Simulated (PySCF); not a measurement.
**CH₅BrSi: electronic excitations at several levels of theory, part 1 of 2**

How much do the electronic excitations of CH₅BrSi (`C[SiH2]Br`) depend on the level of theory, and what does each level cost?

The runs use PySCF 2.14.0, with density-fitted response routines of our own; the level of theory stands in each step. All values are computed, except where a source is named. Atoms count from 0, in the outputs and in this text.

## 1. Starting geometry

8 atoms, charge 0, multiplicity 1; geometry from: PBE0-D3(BJ)/def2-SVP.

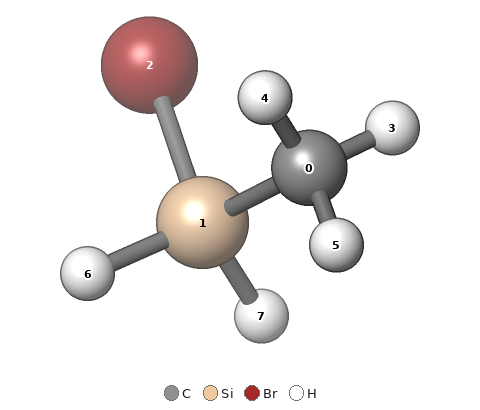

As it starts; carbon grey, silicon light orange, bromine red, hydrogen white, atoms numbered.

## 2. Ultraviolet spectrum: B3LYP/def2-SVPD

Job settings and geometry (Å):

```
{"job": {"kind": "uv", "xc": "B3LYP", "basis": "def2-SVPD", "ip": true}, "charge": 0, "multiplicity": 1}
C     -0.622020     0.455441     0.362257
Si     1.199916     0.055291     0.443778
Br     2.359168     1.934578     0.785628
H     -0.959362     0.920996     1.300129
H     -0.830666     1.149409    -0.465638
H     -1.201318    -0.467582     0.200827
H      1.689088    -0.539636    -0.832583
H      1.509073    -0.864673     1.575416
```

Level: TDDFT B3LYP/def2-SVPD, vertical, gas phase, core orbitals frozen in the response.

Launch:

```
OMP_NUM_THREADS=1 python probes_run.py task.json out
```

The driver reads the jobs from task.json and runs them one after another.

Log:

```text
coarse grid: 31288 points
cycle   1  E = -2904.4077874000  dE = -1.084e+00  |g| = 3.494e-01  |ddm| = 3.173e+00
cycle   2  E = -2904.3968187917  dE =  1.097e-02  |g| = 3.862e-01  |ddm| = 8.499e-01
cycle   3  E = -2904.4386390355  dE = -4.182e-02  |g| = 4.141e-02  |ddm| = 4.664e-01
cycle   4  E = -2904.4390039065  dE = -3.649e-04  |g| = 5.764e-03  |ddm| = 5.282e-02
cycle   5  E = -2904.4390099168  dE = -6.010e-06  |g| = 4.233e-03  |ddm| = 1.421e-02
cycle   6  E = -2904.4390150305  dE = -5.114e-06  |g| = 5.071e-04  |ddm| = 6.376e-03
final grid: 63072 points
cycle   7  E = -2904.4389698671  dE = -1.743e-08  |g| = 5.627e-04  |ddm| = 2.939e-03
cycle   8  E = -2904.4389698191  dE =  4.804e-08  |g| = 7.082e-04  |ddm| = 1.580e-03
cycle   9  E = -2904.4389699479  dE = -1.288e-07  |g| = 4.211e-05  |ddm| = 8.805e-04
cycle  10  E = -2904.4389699484  dE = -5.625e-10  |g| = 4.678e-06  |ddm| = 5.536e-05
converged SCF energy = -2904.4389699484

Static polarisability (au): isotropic 62.785, principal 54.469 59.786 74.101

Singlet excitations
state   eV       nm        f      main configurations
  1   6.5736    188.6   0.01927   H->L 0.97
  2   6.5945    188.0   0.01824   H-1->L 0.98
  3   7.2518    171.0   0.00367   H->L+1 0.96
  4   7.3085    169.6   0.05438   H-1->L+1 0.95
  5   7.7586    159.8   0.00070   H->L+2 0.96
  6   7.8415    158.1   0.00625   H-1->L+2 0.94
  7   8.2129    151.0   0.00022   H-1->L+4 0.68, H->L+3 0.22
  8   8.2465    150.3   0.02061   H-1->L+3 0.56, H-2->L 0.32
  9   8.2902    149.6   0.02275   H->L+3 0.66, H-1->L+4 0.23
 10   8.3034    149.3   0.02591   H->L+4 0.83

Triplet excitations (Tamm-Dancoff, eV): 6.1930 6.2237 7.0927 7.1052
Vertical ionisation energy (delta-SCF) = 10.5531 eV
```

It took 19 s on 1 thread of Arm Neoverse V1, shared host; peak memory 0.55 GiB.

The orbitals next to the gap, with their largest atomic shares:

```tsv
orbital	eV	atoms
HOMO−3	-9.85	Br2 53 %, Si1 21 %, C0 7 %
HOMO−2	-9.74	C0 35 %, Si1 25 %, Br2 19 %
HOMO−1	-8.02	Br2 78 %, Si1 10 %, C0 8 %
HOMO	-8.01	Br2 78 %, Si1 12 %, H7 5 %
LUMO	-0.35	Br2 38 %, Si1 31 %, H6 10 %
LUMO+1	0.14	Si1 32 %, C0 18 %, Br2 17 %
LUMO+2	0.68	Br2 27 %, Si1 25 %, H6 14 %
```

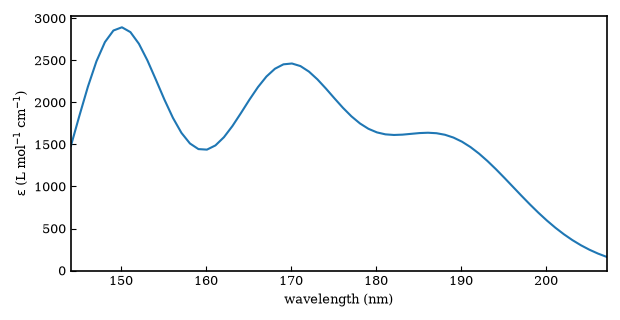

Absorption spectrum: each of the 10 states is a Gaussian band of 0.4 eV half-width at 1/e. Beyond the last state computed it falls off for lack of states.

Further results of this job:

```tsv
property	computed
dipole moment (D)	1.98
polarisability (Å³)	9.30
HOMO–LUMO gap (eV)	7.66
−ε(HOMO) (eV)	8.01
```

## 3. Ultraviolet spectrum: PBE0/def2-SVPD

Same as in step 2 but for these lines:

```diff
@@ -1,2 +1,2 @@
-{"job": {"kind": "uv", "xc": "B3LYP", "basis": "def2-SVPD", "ip": true}, "charge": 0, "multiplicity": 1}
+{"job": {"kind": "uv", "xc": "PBE0", "basis": "def2-SVPD", "ip": true}, "charge": 0, "multiplicity": 1}
 C     -0.622020     0.455441     0.362257
```

Method: TDDFT PBE0/def2-SVPD, vertical, gas phase, core orbitals frozen in the response.

Log:

```text
coarse grid: 31288 points
cycle   1  E = -2903.8929375755  dE = -1.090e+00  |g| = 3.010e-01  |ddm| = 3.116e+00
cycle   2  E = -2903.8901673924  dE =  2.770e-03  |g| = 3.059e-01  |ddm| = 7.488e-01
cycle   3  E = -2903.9164589803  dE = -2.629e-02  |g| = 3.238e-02  |ddm| = 3.855e-01
cycle   4  E = -2903.9166732868  dE = -2.143e-04  |g| = 4.090e-03  |ddm| = 4.267e-02
cycle   5  E = -2903.9166764970  dE = -3.210e-06  |g| = 2.647e-03  |ddm| = 1.091e-02
final grid: 63072 points
cycle   6  E = -2903.9166439768  dE =  7.085e-07  |g| = 3.185e-03  |ddm| = 8.553e-03
cycle   7  E = -2903.9166426783  dE =  1.298e-06  |g| = 3.899e-03  |ddm| = 9.499e-03
cycle   8  E = -2903.9166468145  dE = -4.136e-06  |g| = 1.361e-04  |ddm| = 5.191e-03
cycle   9  E = -2903.9166468200  dE = -5.482e-09  |g| = 1.635e-05  |ddm| = 1.678e-04
cycle  10  E = -2903.9166468201  dE = -6.730e-11  |g| = 2.530e-06  |ddm| = 2.155e-05
converged SCF energy = -2903.9166468201

Static polarisability (au): isotropic 62.194, principal 53.952 59.232 73.397

Singlet excitations
state   eV       nm        f      main configurations
  1   6.7222    184.4   0.01852   H->L 0.97
  2   6.7548    183.5   0.01782   H-1->L 0.97
  3   7.4967    165.4   0.00215   H->L+1 0.95
  4   7.5690    163.8   0.05554   H-1->L+1 0.94
  5   8.0135    154.7   0.00083   H->L+2 0.94
  6   8.1121    152.8   0.00533   H-1->L+2 0.92
  7   8.3945    147.7   0.00006   H-1->L+4 0.76, H-1->L+6 0.10, H->L+3 0.08
  8   8.4323    147.0   0.02011   H-2->L 0.56, H-1->L+3 0.28, H->L+4 0.10
  9   8.4949    146.0   0.01930   H->L+4 0.74, H-3->L 0.12
 10   8.5218    145.5   0.01806   H->L+3 0.52, H-4->L 0.33, H-1->L+4 0.11

Triplet excitations (Tamm-Dancoff, eV): 6.2986 6.3432 7.2717 7.3078
Vertical ionisation energy (delta-SCF) = 10.5618 eV
```

It took 17 s on 1 thread of Arm Neoverse V1, shared host; peak memory 0.55 GiB.

Key values: HOMO -8.27 eV, LUMO -0.12 eV; lowest singlet 6.72 eV.

## 4. TDDFT and polarisability: BHandHLYP/def2-SVPD

Same as in step 3 but for these lines:

```diff
@@ -1,2 +1,2 @@
-{"job": {"kind": "uv", "xc": "PBE0", "basis": "def2-SVPD", "ip": true}, "charge": 0, "multiplicity": 1}
+{"job": {"kind": "uv", "xc": "BHandHLYP", "basis": "def2-SVPD", "ip": true}, "charge": 0, "multiplicity": 1}
 C     -0.622020     0.455441     0.362257
```

Method: TDDFT BHandHLYP/def2-SVPD, vertical, gas phase, core orbitals frozen in the response.

Log:

```text
coarse grid: 31288 points
cycle   1  E = -2904.3294282789  dE = -1.085e+00  |g| = 2.623e-01  |ddm| = 3.028e+00
cycle   2  E = -2904.3410194491  dE = -1.159e-02  |g| = 1.832e-01  |ddm| = 7.107e-01
cycle   3  E = -2904.3509771389  dE = -9.958e-03  |g| = 2.904e-02  |ddm| = 2.972e-01
cycle   4  E = -2904.3511537777  dE = -1.766e-04  |g| = 6.408e-03  |ddm| = 4.903e-02
cycle   5  E = -2904.3511604637  dE = -6.686e-06  |g| = 7.605e-04  |ddm| = 1.180e-02
final grid: 63072 points
cycle   6  E = -2904.3511293443  dE = -1.526e-07  |g| = 4.964e-04  |ddm| = 2.571e-03
cycle   7  E = -2904.3511293730  dE = -2.873e-08  |g| = 3.528e-04  |ddm| = 1.049e-03
cycle   8  E = -2904.3511293977  dE = -2.473e-08  |g| = 1.580e-05  |ddm| = 4.427e-04
cycle   9  E = -2904.3511293979  dE = -1.505e-10  |g| = 1.076e-05  |ddm| = 5.182e-05
converged SCF energy = -2904.3511293979

Static polarisability (au): isotropic 60.464, principal 52.760 57.579 71.052

Singlet excitations
state   eV       nm        f      main configurations
  1   7.1276    173.9   0.02215   H-1->L 0.74, H-1->L+1 0.11
  2   7.1656    173.0   0.02186   H->L 0.76, H->L+1 0.09
  3   7.9863    155.2   0.00402   H-1->L+1 0.72, H-1->L 0.09
  4   8.0325    154.4   0.06545   H->L+1 0.75
  5   8.4380    146.9   0.00265   H-1->L+2 0.74
  6   8.5537    144.9   0.00746   H->L+2 0.73
  7   8.8687    139.8   0.01152   H->L+3 0.42, H-3->L 0.16, H->L+7 0.08
  8   8.8701    139.8   0.00799   H-1->L+3 0.36, H-4->L 0.11, H->L+7 0.10
  9   8.9581    138.4   0.02420   H->L+4 0.37, H-1->L+3 0.26, H->L+7 0.18
 10   9.0068    137.7   0.02743   H-1->L+4 0.53, H-1->L+7 0.22

Triplet excitations (Tamm-Dancoff, eV): 6.6819 6.7293 7.7134 7.7654
Vertical ionisation energy (delta-SCF) = 10.6111 eV
```

It took 21 s on 1 thread of Arm Neoverse V1, shared host; peak memory 0.55 GiB.

This run: HOMO -9.39 eV, LUMO 0.67 eV; lowest singlet 7.13 eV.

## 5. Ultraviolet spectrum: CAM-B3LYP/def2-SVPD

Same as in step 4 but for these lines:

```diff
@@ -1,2 +1,2 @@
-{"job": {"kind": "uv", "xc": "BHandHLYP", "basis": "def2-SVPD", "ip": true}, "charge": 0, "multiplicity": 1}
+{"job": {"kind": "uv", "xc": "CAM-B3LYP", "basis": "def2-SVPD", "ip": true}, "charge": 0, "multiplicity": 1}
 C     -0.622020     0.455441     0.362257
```

Level: TDDFT CAM-B3LYP/def2-SVPD, vertical, gas phase, core orbitals frozen in the response.

Log:

```text
coarse grid: 31288 points
cycle   1  E = -2904.4647021047  dE = -1.078e+00  |g| = 2.912e-01  |ddm| = 3.071e+00
cycle   2  E = -2904.4756429195  dE = -1.094e-02  |g| = 2.131e-01  |ddm| = 7.173e-01
cycle   3  E = -2904.4886922777  dE = -1.305e-02  |g| = 3.148e-02  |ddm| = 3.227e-01
cycle   4  E = -2904.4888795094  dE = -1.872e-04  |g| = 7.009e-03  |ddm| = 4.223e-02
cycle   5  E = -2904.4888893318  dE = -9.822e-06  |g| = 1.587e-03  |ddm| = 1.636e-02
final grid: 63072 points
cycle   6  E = -2904.4888365138  dE = -3.911e-07  |g| = 1.276e-03  |ddm| = 4.641e-03
cycle   7  E = -2904.4888366291  dE = -1.152e-07  |g| = 1.127e-03  |ddm| = 3.030e-03
cycle   8  E = -2904.4888370026  dE = -3.735e-07  |g| = 8.598e-05  |ddm| = 1.428e-03
cycle   9  E = -2904.4888370042  dE = -1.527e-09  |g| = 1.446e-05  |ddm| = 1.143e-04
cycle  10  E = -2904.4888370043  dE = -1.578e-10  |g| = 3.246e-06  |ddm| = 4.850e-05
converged SCF energy = -2904.4888370043

Static polarisability (au): isotropic 61.779, principal 53.837 58.856 72.643

Singlet excitations
state   eV       nm        f      main configurations
  1   6.8769    180.3   0.02150   H->L 0.85, H->L+1 0.09
  2   6.9173    179.2   0.02154   H-1->L 0.87
  3   7.7493    160.0   0.00319   H->L+1 0.80
  4   7.7903    159.2   0.05939   H-1->L+1 0.82
  5   8.1839    151.5   0.00233   H->L+2 0.78
  6   8.3319    148.8   0.00707   H-1->L+2 0.78
  7   8.5842    144.4   0.01611   H-1->L+3 0.40, H-3->L 0.35, H-2->L 0.10
  8   8.5951    144.2   0.00302   H->L+3 0.36, H-4->L 0.25, H-1->L+7 0.17
  9   8.6837    142.8   0.01784   H-1->L+4 0.40, H-1->L+7 0.24, H->L+3 0.20
 10   8.7353    141.9   0.02376   H->L+4 0.57, H->L+7 0.27

Triplet excitations (Tamm-Dancoff, eV): 6.4526 6.5017 7.4936 7.5496
Vertical ionisation energy (delta-SCF) = 10.7031 eV
```

Wall time 26 s (1 thread of Arm Neoverse V1, shared host); peak memory 0.57 GiB.

This run: HOMO -9.58 eV, LUMO 0.79 eV; lowest singlet 6.88 eV.

## 6. Ultraviolet spectrum: wB97X-D/def2-SVPD

Same as in step 5 but for these lines:

```diff
@@ -1,2 +1,2 @@
-{"job": {"kind": "uv", "xc": "CAM-B3LYP", "basis": "def2-SVPD", "ip": true}, "charge": 0, "multiplicity": 1}
+{"job": {"kind": "uv", "xc": "wB97X-D", "basis": "def2-SVPD", "ip": true}, "charge": 0, "multiplicity": 1}
 C     -0.622020     0.455441     0.362257
```

Level: TDDFT wB97X-D/def2-SVPD, vertical, gas phase, core orbitals frozen in the response.

Log:

```text
coarse grid: 31288 points
cycle   1  E = -2904.4089233262  dE = -1.087e+00  |g| = 2.744e-01  |ddm| = 3.042e+00
cycle   2  E = -2904.4231880793  dE = -1.426e-02  |g| = 1.776e-01  |ddm| = 7.480e-01
cycle   3  E = -2904.4324633648  dE = -9.275e-03  |g| = 2.642e-02  |ddm| = 2.923e-01
cycle   4  E = -2904.4326036652  dE = -1.403e-04  |g| = 7.199e-03  |ddm| = 4.977e-02
cycle   5  E = -2904.4326157734  dE = -1.211e-05  |g| = 1.228e-03  |ddm| = 2.068e-02
cycle   6  E = -2904.4326163944  dE = -6.209e-07  |g| = 3.863e-04  |ddm| = 4.294e-03
final grid: 63072 points
cycle   7  E = -2904.4324420739  dE = -2.985e-07  |g| = 4.728e-04  |ddm| = 3.027e-03
cycle   8  E = -2904.4324420977  dE = -2.375e-08  |g| = 3.270e-04  |ddm| = 9.503e-04
cycle   9  E = -2904.4324421144  dE = -1.670e-08  |g| = 2.566e-05  |ddm| = 3.146e-04
cycle  10  E = -2904.4324421148  dE = -3.952e-10  |g| = 1.447e-05  |ddm| = 9.120e-05
converged SCF energy = -2904.4324421148

Static polarisability (au): isotropic 61.676, principal 53.742 58.788 72.498

Singlet excitations
state   eV       nm        f      main configurations
  1   6.9620    178.1   0.02118   H-1->L 0.55, H->L 0.36
  2   7.0035    177.0   0.02157   H->L 0.56, H-1->L 0.36
  3   7.9472    156.0   0.00221   H-1->L+1 0.50, H->L+1 0.32
  4   8.0127    154.7   0.06099   H->L+1 0.51, H-1->L+1 0.33
  5   8.3558    148.4   0.00394   H-1->L+2 0.46, H->L+2 0.29
  6   8.5083    145.7   0.00294   H->L+2 0.45, H-1->L+2 0.28
  7   8.6603    143.2   0.01965   H-3->L 0.32, H-2->L 0.28, H->L+3 0.18
  8   8.6761    142.9   0.00088   H-4->L 0.29, H->L+6 0.17, H-1->L+3 0.11
  9   8.7829    141.2   0.01407   H-4->L 0.24, H->L+4 0.15, H->L+6 0.14
 10   8.8210    140.6   0.01241   H-1->L+4 0.27, H-1->L+6 0.22, H->L+4 0.17

Triplet excitations (Tamm-Dancoff, eV): 6.5666 6.6057 7.7798 7.7832
Vertical ionisation energy (delta-SCF) = 10.6238 eV
```

It took 28 s on 1 thread of Arm Neoverse V1, shared host; peak memory 0.56 GiB.

Key values: HOMO -10.14 eV, LUMO 1.56 eV; lowest singlet 6.96 eV.

## 7. TDDFT and polarisability: LC-wPBE/def2-SVPD

Same as in step 6 but for these lines:

```diff
@@ -1,2 +1,2 @@
-{"job": {"kind": "uv", "xc": "wB97X-D", "basis": "def2-SVPD", "ip": true}, "charge": 0, "multiplicity": 1}
+{"job": {"kind": "uv", "xc": "LC-wPBE", "basis": "def2-SVPD", "ip": true}, "charge": 0, "multiplicity": 1}
 C     -0.622020     0.455441     0.362257
```

Method: TDDFT LC-wPBE/def2-SVPD, vertical, gas phase, core orbitals frozen in the response.

Log:

```text
coarse grid: 31288 points
cycle   1  E = -2903.8942458232  dE = -1.073e+00  |g| = 2.850e-01  |ddm| = 3.032e+00
cycle   2  E = -2903.9145620178  dE = -2.032e-02  |g| = 1.337e-01  |ddm| = 6.653e-01
cycle   3  E = -2903.9198868591  dE = -5.325e-03  |g| = 2.467e-02  |ddm| = 2.480e-01
cycle   4  E = -2903.9200877767  dE = -2.009e-04  |g| = 9.552e-03  |ddm| = 6.598e-02
cycle   5  E = -2903.9201058342  dE = -1.806e-05  |g| = 1.554e-03  |ddm| = 2.338e-02
cycle   6  E = -2903.9201069109  dE = -1.077e-06  |g| = 4.467e-04  |ddm| = 6.217e-03
final grid: 63072 points
cycle   7  E = -2903.9200709498  dE = -1.300e-07  |g| = 3.745e-04  |ddm| = 2.253e-03
cycle   8  E = -2903.9200709741  dE = -2.437e-08  |g| = 2.683e-04  |ddm| = 7.246e-04
cycle   9  E = -2903.9200709862  dE = -1.210e-08  |g| = 2.982e-05  |ddm| = 2.659e-04
cycle  10  E = -2903.9200709873  dE = -1.080e-09  |g| = 7.091e-06  |ddm| = 1.359e-04
cycle  11  E = -2903.9200709873  dE = -9.550e-12  |g| = 1.466e-06  |ddm| = 2.416e-05
converged SCF energy = -2903.9200709873

Static polarisability (au): isotropic 60.313, principal 52.694 57.429 70.818

Singlet excitations
state   eV       nm        f      main configurations
  1   7.2448    171.1   0.01968   H->L 0.75, H->L+1 0.08
  2   7.3048    169.7   0.02048   H-1->L 0.76
  3   8.3730    148.1   0.00182   H->L+1 0.62, H->L+4 0.10
  4   8.4727    146.3   0.06920   H-1->L+1 0.67, H-1->L+4 0.09
  5   8.7201    142.2   0.00562   H->L+2 0.48, H->L+5 0.14, H->L+6 0.10
  6   8.9193    139.0   0.00447   H-1->L+2 0.48, H-1->L+5 0.15
  7   8.9825    138.0   0.00184   H-4->L 0.31, H-1->L+7 0.26, H->L+4 0.14
  8   9.0111    137.6   0.02189   H-3->L 0.47, H-1->L+4 0.20
  9   9.1628    135.3   0.02101   H-1->L+7 0.33, H-1->L+3 0.18, H->L+4 0.15
 10   9.2028    134.7   0.01267   H->L+7 0.42, H->L+3 0.21, H-2->L 0.14

Triplet excitations (Tamm-Dancoff, eV): 6.7413 6.8120 7.9393 7.9957
Vertical ionisation energy (delta-SCF) = 10.8151 eV
```

Wall time 26 s (1 thread of Arm Neoverse V1, shared host); peak memory 0.56 GiB.

In short: HOMO -10.98 eV, LUMO 1.88 eV; lowest singlet 7.24 eV.

## 8. TDDFT and polarisability: PBE0/6-31G*

Same as in step 7 but for these lines:

```diff
@@ -1,2 +1,2 @@
-{"job": {"kind": "uv", "xc": "LC-wPBE", "basis": "def2-SVPD", "ip": true}, "charge": 0, "multiplicity": 1}
+{"job": {"kind": "uv", "xc": "PBE0", "basis": "6-31G*"}, "charge": 0, "multiplicity": 1}
 C     -0.622020     0.455441     0.362257
```

Level: TDDFT PBE0/6-31G*, vertical, gas phase, core orbitals frozen in the response.

Log:

```text
coarse grid: 31288 points
cycle   1  E = -2903.9853272855  dE = -1.056e+00  |g| = 3.144e-01  |ddm| = 2.332e+00
cycle   2  E = -2903.9826855178  dE =  2.642e-03  |g| = 3.244e-01  |ddm| = 6.804e-01
cycle   3  E = -2904.0128367955  dE = -3.015e-02  |g| = 2.799e-02  |ddm| = 3.483e-01
cycle   4  E = -2904.0129686277  dE = -1.318e-04  |g| = 4.194e-03  |ddm| = 2.834e-02
cycle   5  E = -2904.0129725373  dE = -3.910e-06  |g| = 3.252e-03  |ddm| = 1.140e-02
cycle   6  E = -2904.0129753510  dE = -2.814e-06  |g| = 2.462e-04  |ddm| = 4.404e-03
final grid: 63072 points
cycle   7  E = -2904.0129287577  dE = -2.126e-08  |g| = 2.435e-04  |ddm| = 7.458e-04
cycle   8  E = -2904.0129287527  dE =  5.011e-09  |g| = 2.809e-04  |ddm| = 5.356e-04
cycle   9  E = -2904.0129287729  dE = -2.023e-08  |g| = 1.286e-05  |ddm| = 2.840e-04
cycle  10  E = -2904.0129287730  dE = -4.366e-11  |g| = 1.892e-06  |ddm| = 1.603e-05
converged SCF energy = -2904.0129287730

Static polarisability (au): isotropic 47.729, principal 39.453 43.476 60.259

Singlet excitations
state   eV       nm        f      main configurations
  1   6.8293    181.5   0.01003   H-1->L 0.98
  2   6.8433    181.2   0.01110   H->L 0.98
  3   8.1699    151.8   0.00002   H-1->L+1 0.98
  4   8.3361    148.7   0.03315   H->L+1 0.88
  5   8.5900    144.3   0.00349   H-2->L 0.82, H-3->L 0.16
  6   8.7860    141.1   0.00293   H-4->L 0.97
  7   9.0938    136.3   0.14691   H-1->L+2 0.51, H-3->L 0.39
  8   9.1745    135.1   0.00095   H->L+2 0.96
  9   9.7259    127.5   0.09221   H->L+3 0.87
 10   9.8050    126.4   0.00439   H-1->L+3 0.90

Triplet excitations (Tamm-Dancoff, eV): 6.3904 6.4115 7.7928 7.9216
```

Run time: 4.4 s. Hardware: 1 thread of Arm Neoverse V1, shared host; peak memory 0.56 GiB.

In short: HOMO -8.16 eV, LUMO 0.14 eV; lowest singlet 6.83 eV.

## 9. TDDFT and polarisability: PBE0/def2-SVP

Same as in step 8 but for these lines:

```diff
@@ -1,2 +1,2 @@
-{"job": {"kind": "uv", "xc": "PBE0", "basis": "6-31G*"}, "charge": 0, "multiplicity": 1}
+{"job": {"kind": "uv", "xc": "PBE0", "basis": "def2-SVP"}, "charge": 0, "multiplicity": 1}
 C     -0.622020     0.455441     0.362257
```

Level: TDDFT PBE0/def2-SVP, vertical, gas phase, core orbitals frozen in the response.

Log:

```text
coarse grid: 31288 points
cycle   1  E = -2903.8850567388  dE = -1.089e+00  |g| = 2.954e-01  |ddm| = 2.559e+00
cycle   2  E = -2903.8825199421  dE =  2.537e-03  |g| = 3.054e-01  |ddm| = 6.576e-01
cycle   3  E = -2903.9090400075  dE = -2.652e-02  |g| = 2.669e-02  |ddm| = 3.378e-01
cycle   4  E = -2903.9091790388  dE = -1.390e-04  |g| = 3.859e-03  |ddm| = 2.708e-02
cycle   5  E = -2903.9091819266  dE = -2.888e-06  |g| = 2.753e-03  |ddm| = 8.858e-03
final grid: 63072 points
cycle   6  E = -2903.9091507688  dE =  7.780e-07  |g| = 3.306e-03  |ddm| = 7.461e-03
cycle   7  E = -2903.9091494959  dE =  1.273e-06  |g| = 3.990e-03  |ddm| = 8.653e-03
cycle   8  E = -2903.9091537117  dE = -4.216e-06  |g| = 1.036e-04  |ddm| = 4.678e-03
cycle   9  E = -2903.9091537148  dE = -3.116e-09  |g| = 1.591e-05  |ddm| = 1.185e-04
cycle  10  E = -2903.9091537148  dE = -3.820e-11  |g| = 1.422e-06  |ddm| = 1.534e-05
converged SCF energy = -2903.9091537148

Static polarisability (au): isotropic 49.771, principal 42.361 46.115 60.838

Singlet excitations
state   eV       nm        f      main configurations
  1   6.9988    177.2   0.00555   H->L 0.99
  2   7.0255    176.5   0.00606   H-1->L 0.99
  3   8.0788    153.5   0.00101   H->L+1 0.97
  4   8.2407    150.5   0.04327   H-1->L+1 0.91
  5   8.7291    142.0   0.00201   H-1->L+2 0.95
  6   8.7935    141.0   0.00408   H-2->L 0.70, H->L+2 0.20
  7   8.8590    140.0   0.01663   H->L+2 0.56, H-3->L 0.35
  8   8.9169    139.0   0.00452   H-4->L 0.93
  9   9.3085    133.2   0.03075   H-1->L+3 0.93
 10   9.3468    132.6   0.02115   H->L+3 0.90

Triplet excitations (Tamm-Dancoff, eV): 6.5190 6.5608 7.7611 7.8308
```

Wall time 5.3 s (1 thread of Arm Neoverse V1, shared host); peak memory 0.56 GiB.

Key values: HOMO -8.13 eV, LUMO 0.39 eV; lowest singlet 7.00 eV.

(Continued in part 2 of 2.)
